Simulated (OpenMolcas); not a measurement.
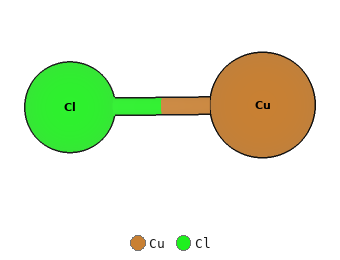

The molecule at the reference distance of 2.061 Å.

# Relativistic diatomic calculation: CuCl (part 1 of 2)

CuCl. Computed at this level: SA-CASSCF(16,9)/XMS-CASPT2 + RASSI spin-orbit (X2C scalar, AMFI), ANO-RCC-VTZP (OpenMolcas).

**Summary**

| quantity | value |
| --- | --- |
| outcome | converged |
| lowest spin-free state | ³Π |
| lowest spin-orbit level | Ω = 2, −2115.08120 hartree |
| next level | Ω = 1, 323 cm⁻¹ |
| hardware | 1 thread of Arm Neoverse N1, 98 GiB of memory available, shared host |
| wall time | 91 s |
| peak memory | 0.22 GiB |

**Input file**
```
&GATEWAY
Coord
2
angstrom
Cu 0.0 0.0 0.0
Cl 0.0 0.0 2.0610
Basis=ANO-RCC-VTZP
Group=XY
RX2C
AMFI
ANGMom
0.0 0.0 0.0
RICD
&SEWARD
&GUESSORB
&RASSCF
FileOrb=$CurrDir/o11.orb
Symmetry=1
Spin=1
nActEl=16 0 0
Inactive=9 6
RAS2=5 4
CIRoot=3 3 1
Linear
Iterations=120 100
OrbListing=Nothing
PRWF=0.15
>>COPY $Project.RasOrb $CurrDir/o11.orb
>>COPY $Project.rasscf.h5 $CurrDir/r11.h5
&CASPT2
XMultistate=all
Imaginary=0.2
IPEA=0.25
MaxIter=40
>>COPY $Project.JobMix JOB001
&RASSCF
FileOrb=$CurrDir/o31.orb
Symmetry=1
Spin=3
nActEl=16 0 0
Inactive=9 6
RAS2=5 4
CIRoot=3 3 1
Linear
Iterations=120 100
OrbListing=Nothing
PRWF=0.15
>>COPY $Project.RasOrb $CurrDir/o31.orb
>>COPY $Project.rasscf.h5 $CurrDir/r31.h5
&CASPT2
XMultistate=all
Imaginary=0.2
IPEA=0.25
MaxIter=40
>>COPY $Project.JobMix JOB002
&RASSCF
CIOnly
FileOrb=$CurrDir/ref.orb
Symmetry=2
Spin=3
nActEl=16 0 0
Inactive=9 6
RAS2=5 4
CIRoot=2 2 1
Linear
Iterations=120 100
OrbListing=Nothing
PRWF=0.15
>>COPY $Project.RasOrb $CurrDir/o32.orb
>>COPY $Project.rasscf.h5 $CurrDir/r32.h5
&CASPT2
XMultistate=all
Imaginary=0.2
IPEA=0.25
MaxIter=40
>>COPY $Project.JobMix JOB003
&RASSCF
CIOnly
FileOrb=$CurrDir/ref.orb
Symmetry=2
Spin=1
nActEl=16 0 0
Inactive=9 6
RAS2=5 4
CIRoot=2 2 1
Linear
Iterations=120 100
OrbListing=Nothing
PRWF=0.15
>>COPY $Project.RasOrb $CurrDir/o12.orb
>>COPY $Project.rasscf.h5 $CurrDir/r12.h5
&CASPT2
XMultistate=all
Imaginary=0.2
IPEA=0.25
MaxIter=40
>>COPY $Project.JobMix JOB004
&RASSI
Nr of JobIphs=4 3 3 2 2
1 2 3
1 2 3
1 2
1 2
SpinOrbit
EJob
Omega
MEES
MESO
Properties=4
'AngMom' 3 'Mltpl  1' 1 'Mltpl  1' 2 'Mltpl  1' 3
Thrs=1.0d-4
>>COPY $Project.rassi.h5 $CurrDir/so.h5
```

The first orbital files come from an earlier step.

Launched with:
```bash
pymolcas m.inp (one call a module block, same work directory)
```

**The program's output (extracts)**
```
++    Wave function specifications:
      Number of closed shell electrons          30
      Number of electrons in active shells      16
      Number of inactive orbitals               15
      Number of active orbitals                  9
      Number of secondary orbitals              69
      Spin quantum number                      0.0
      State symmetry                             1
++    Orbital specifications:
      Symmetry species                           1   2
                                                 a   b
      Frozen orbitals                            0   0
      Inactive orbitals                          9   6
      Active orbitals                            5   4
      RAS2 orbitals                              5   4
      Secondary orbitals                        35  34
      Number of basis functions                 49  44
      printout of CI-coefficients larger than  0.15 for root  1
      energy=   -2114.127479
      conf/sym  11111 2222     Coeff  Weight
            11  22220 2222  -0.23991 0.05756
            15  u222d 2222  -0.80949 0.65528
            25  02222 2222   0.53542 0.28667
      printout of CI-coefficients larger than  0.15 for root  2
      energy=   -2114.108753
      conf/sym  11111 2222     Coeff  Weight
            14  2u22d 2222   0.17172 0.02949
            24  ud222 2222   0.98507 0.97036
      printout of CI-coefficients larger than  0.15 for root  3
      energy=   -2114.108753
      conf/sym  11111 2222     Coeff  Weight
            13  22u2d 2222  -0.17172 0.02949
            22  u2d22 2222  -0.98507 0.97036
      Natural orbitals and occupation numbers for root  1
      sym 1:   0.591869   1.999955   1.999955   1.999443   1.409016
      sym 2:   1.999887   1.999887   1.999995   1.999995
      Natural orbitals and occupation numbers for root  2
      sym 1:   1.000138   1.000138   2.000000   2.000000   2.000000
      sym 2:   1.999887   1.999887   1.999976   1.999976
      Natural orbitals and occupation numbers for root  3
      sym 1:   1.000138   2.000000   1.000138   2.000000   2.000000
      sym 2:   1.999887   1.999887   1.999976   1.999976
      RASSCF energy for state  3                  -2114.10875294
::    RASSCF root number  1 Total energy:  -2114.12747907
::    RASSCF root number  2 Total energy:  -2114.10875294
::    RASSCF root number  3 Total energy:  -2114.10875294
      Von Neumann Entropy (Root   1) =  0.87649
++    Wave function specifications:
      Number of closed shell electrons           8
      Number of electrons in active shells      16
      Number of inactive orbitals                4
      Number of active orbitals                  9
      Number of secondary orbitals              69
      Spin quantum number                      0.0
      State symmetry                             1
      Number of CSFs                            25
      Number of CASSCF root(s) available         3
      CASPT2 state passed to geometry opt.       3
      A file JOBMIX will be created
      This is a MULTI-STATE CASSCF reference
      Number of CI roots used                    3
      These are:                                 1   2   3
      Off-diagonal elements of Heff are computed
  FINAL CASPT2 RESULT:
      Reference energy:       -2114.1274790694
      E2 (Non-variational):      -0.9346750862
      Shift correction:          -0.0024561708
      E2 (Variational):          -0.9371312570
      Total energy:           -2115.0646103264
      Reference weight:           0.84873
  FINAL CASPT2 RESULT:
      Reference energy:       -2114.1087529430
      E2 (Non-variational):      -0.9127428742
      Shift correction:          -0.0018839714
      E2 (Variational):          -0.9146268456
      Total energy:           -2115.0233797886
      Reference weight:           0.85902
  FINAL CASPT2 RESULT:
      Reference energy:       -2114.1087529404
      E2 (Non-variational):      -0.9127415404
      Shift correction:          -0.0018839646
      E2 (Variational):          -0.9146255050
      Total energy:           -2115.0233784454
      Reference weight:           0.85902
       Total XMS-CASPT2 energies:
::    XMS-CASPT2 Root  1     Total energy:  -2115.06461033
::    XMS-CASPT2 Root  2     Total energy:  -2115.02338079
::    XMS-CASPT2 Root  3     Total energy:  -2115.02337744
++    Wave function specifications:
      Number of closed shell electrons          30
      Number of electrons in active shells      16
      Number of inactive orbitals               15
      Number of active orbitals                  9
      Number of secondary orbitals              69
      Spin quantum number                      1.0
      State symmetry                             1
      printout of CI-coefficients larger than  0.15 for root  1
      energy=   -2114.134618
      conf/sym  11111 2222     Coeff  Weight
            13  u22u2 2222   0.99985 0.99969
      printout of CI-coefficients larger than  0.15 for root  2
      energy=   -2114.119911
      conf/sym  11111 2222     Coeff  Weight
            15  u2u22 2222  -0.94856 0.89976
            16  uu222 2222   0.31648 0.10016
      printout of CI-coefficients larger than  0.15 for root  3
      energy=   -2114.119911
      conf/sym  11111 2222     Coeff  Weight
            15  u2u22 2222   0.31648 0.10016
            16  uu222 2222   0.94856 0.89976
      Natural orbitals and occupation numbers for root  1
      sym 1:   1.000000   2.000000   2.000000   1.000000   2.000000
      sym 2:   2.000000   2.000000   2.000000   2.000000
      Natural orbitals and occupation numbers for root  2
      sym 1:   1.000001   2.000000   1.000001   2.000000   2.000000
      sym 2:   1.999999   1.999999   1.999999   1.999999
      Natural orbitals and occupation numbers for root  3
      sym 1:   1.000001   1.000001   2.000000   2.000000   2.000000
      sym 2:   1.999999   1.999999   1.999999   1.999999
      RASSCF energy for state  3                  -2114.11991085
::    RASSCF root number  1 Total energy:  -2114.13461844
::    RASSCF root number  2 Total energy:  -2114.11991085
::    RASSCF root number  3 Total energy:  -2114.11991085
      Von Neumann Entropy (Root   1) =  1.00000
++    Wave function specifications:
      Number of closed shell electrons           8
      Number of electrons in active shells      16
      Number of inactive orbitals                4
      Number of active orbitals                  9
      Number of secondary orbitals              69
      Spin quantum number                      1.0
      State symmetry                             1
      Number of CSFs                            16
      Number of CASSCF root(s) available         3
      CASPT2 state passed to geometry opt.       3
      A file JOBMIX will be created
      This is a MULTI-STATE CASSCF reference
      Number of CI roots used                    3
      These are:                                 1   2   3
      Off-diagonal elements of Heff are computed
  FINAL CASPT2 RESULT:
      Reference energy:       -2114.1346184434
      E2 (Non-variational):      -0.8853254999
      Shift correction:          -0.0016222092
      E2 (Variational):          -0.8869477091
      Total energy:           -2115.0215661525
      Reference weight:           0.87388
  FINAL CASPT2 RESULT:
      Reference energy:       -2114.1199108541
      E2 (Non-variational):      -0.8827379649
      Shift correction:          -0.0015763350
      E2 (Variational):          -0.8843142999
      Total energy:           -2115.0042251540
      Reference weight:           0.87430
  FINAL CASPT2 RESULT:
      Reference energy:       -2114.1199108505
      E2 (Non-variational):      -0.8827367971
      Shift correction:          -0.0015763488
      E2 (Variational):          -0.8843131459
      Total energy:           -2115.0042239964
      Reference weight:           0.87430
       Total XMS-CASPT2 energies:
::    XMS-CASPT2 Root  1     Total energy:  -2115.02156620
::    XMS-CASPT2 Root  2     Total energy:  -2115.00422623
::    XMS-CASPT2 Root  3     Total energy:  -2115.00422287
++    Wave function specifications:
      Number of closed shell electrons          30
      Number of electrons in active shells      16
      Number of inactive orbitals               15
      Number of active orbitals                  9
      Number of secondary orbitals              69
      Spin quantum number                      1.0
      State symmetry                             2
      printout of CI-coefficients larger than  0.15 for root  1
      energy=   -2114.104492
      conf/sym  11111 2222     Coeff  Weight
             4  2222u u222   0.16899 0.02856
            20  u2222 u222   0.98446 0.96915
      printout of CI-coefficients larger than  0.15 for root  2
      energy=   -2114.104485
      conf/sym  11111 2222     Coeff  Weight
             3  2222u 2u22  -0.16899 0.02856
            19  u2222 2u22  -0.98446 0.96915
      Natural orbitals and occupation numbers for root  1
      sym 1:   1.000084   2.000000   1.999939   1.999977   2.000000
      sym 2:   1.000084   1.999939   1.999977   2.000000
      Natural orbitals and occupation numbers for root  2
      sym 1:   1.000084   2.000000   1.999939   1.999977   2.000000
      sym 2:   1.999939   1.000084   2.000000   1.999977
      RASSCF energy for state  2                  -2114.10448513
::    RASSCF root number  1 Total energy:  -2114.10449164
::    RASSCF root number  2 Total energy:  -2114.10448513
      Von Neumann Entropy (Root   1) =  1.00008
++    Wave function specifications:
      Number of closed shell electrons           8
      Number of electrons in active shells      16
      Number of inactive orbitals                4
      Number of active orbitals                  9
      Number of secondary orbitals              69
      Spin quantum number                      1.0
      State symmetry                             2
      Number of CSFs                            20
      Number of CASSCF root(s) available         2
      CASPT2 state passed to geometry opt.       2
      A file JOBMIX will be created
      This is a MULTI-STATE CASSCF reference
      Number of CI roots used                    2
      These are:                                 1   2
      Off-diagonal elements of Heff are computed
  FINAL CASPT2 RESULT:
      Reference energy:       -2114.1044921076
      E2 (Non-variational):      -0.9686290223
      Shift correction:          -0.0060951585
      E2 (Variational):          -0.9747241808
      Total energy:           -2115.0792162884
      Reference weight:           0.82317
  FINAL CASPT2 RESULT:
      Reference energy:       -2114.1044855927
      E2 (Non-variational):      -0.9686416229
      Shift correction:          -0.0060950289
      E2 (Variational):          -0.9747366519
      Total energy:           -2115.0792222446
      Reference weight:           0.82317
       Total XMS-CASPT2 energies:
::    XMS-CASPT2 Root  1     Total energy:  -2115.07922225
::    XMS-CASPT2 Root  2     Total energy:  -2115.07921629
++    Wave function specifications:
      Number of closed shell electrons          30
      Number of electrons in active shells      16
      Number of inactive orbitals               15
      Number of active orbitals                  9
      Number of secondary orbitals              69
      Spin quantum number                      0.0
      State symmetry                             2
      printout of CI-coefficients larger than  0.15 for root  1
      energy=   -2114.090216
      conf/sym  11111 2222     Coeff  Weight
             4  2222u d222   0.18012 0.03244
            20  u2222 d222   0.98268 0.96566
      printout of CI-coefficients larger than  0.15 for root  2
      energy=   -2114.090209
      conf/sym  11111 2222     Coeff  Weight
             3  2222u 2d22  -0.18012 0.03244
            19  u2222 2d22  -0.98268 0.96566
      Natural orbitals and occupation numbers for root  1
      sym 1:   1.000018   2.000000   1.999999   1.999983   2.000000
      sym 2:   1.000018   1.999999   1.999983   2.000000
      Natural orbitals and occupation numbers for root  2
      sym 1:   1.000018   2.000000   1.999999   1.999983   2.000000
      sym 2:   1.999999   1.000018   2.000000   1.999983
  Check orbital order or try cleaning orbitals.
      RASSCF energy for state  2                  -2114.09020918
::    RASSCF root number  1 Total energy:  -2114.09021565
::    RASSCF root number  2 Total energy:  -2114.09020918
      Von Neumann Entropy (Root   1) =  1.00002
++    Wave function specifications:
      Number of closed shell electrons           8
      Number of electrons in active shells      16
      Number of inactive orbitals                4
      Number of active orbitals                  9
      Number of secondary orbitals              69
      Spin quantum number                      0.0
      State symmetry                             2
      Number of CSFs                            20
      Number of CASSCF root(s) available         2
      CASPT2 state passed to geometry opt.       2
      A file JOBMIX will be created
      This is a MULTI-STATE CASSCF reference
      Number of CI roots used                    2
      These are:                                 1   2
      Off-diagonal elements of Heff are computed
  FINAL CASPT2 RESULT:
      Reference energy:       -2114.0902161141
      E2 (Non-variational):      -0.9724684612
      Shift correction:          -0.0061492869
      E2 (Variational):          -0.9786177481
      Total energy:           -2115.0688338622
      Reference weight:           0.82110
  FINAL CASPT2 RESULT:
      Reference energy:       -2114.0902096459
      E2 (Non-variational):      -0.9724810249
      Shift correction:          -0.0061492183
      E2 (Variational):          -0.9786302431
      Total energy:           -2115.0688398890
      Reference weight:           0.82109
       Total XMS-CASPT2 energies:
::    XMS-CASPT2 Root  1     Total energy:  -2115.06883989
::    XMS-CASPT2 Root  2     Total energy:  -2115.06883386
  SPIN-FREE ENERGIES:
  (Shifted by EMIN (a.u.) =      -2115.0792222474)
 SF State       Relative EMIN(au)   Rel lowest level(eV)    D:o, cm**(-1)      Abs_M
     7             0.0000000000        0.0000000000              0.0000         1.0
     8             0.0000059618        0.0001622276              1.3085         1.0
     9             0.0103823561        0.2825183013           2278.6638         1.0
    10             0.0103883874        0.2826824216           2279.9875         1.0
     1             0.0146119210        0.3976106264           3206.9460         0.0
     2             0.0558414544        1.5195233855          12255.7826         2.0
     3             0.0558448063        1.5196145931          12256.5183         2.0
     4             0.0576560470        1.5689009650          12654.0397         0.0
     5             0.0749960127        2.0407454694          16459.7222         2.0
     6             0.0749993794        2.0408370816          16460.4612         2.0
```

(Continued in part 2.)
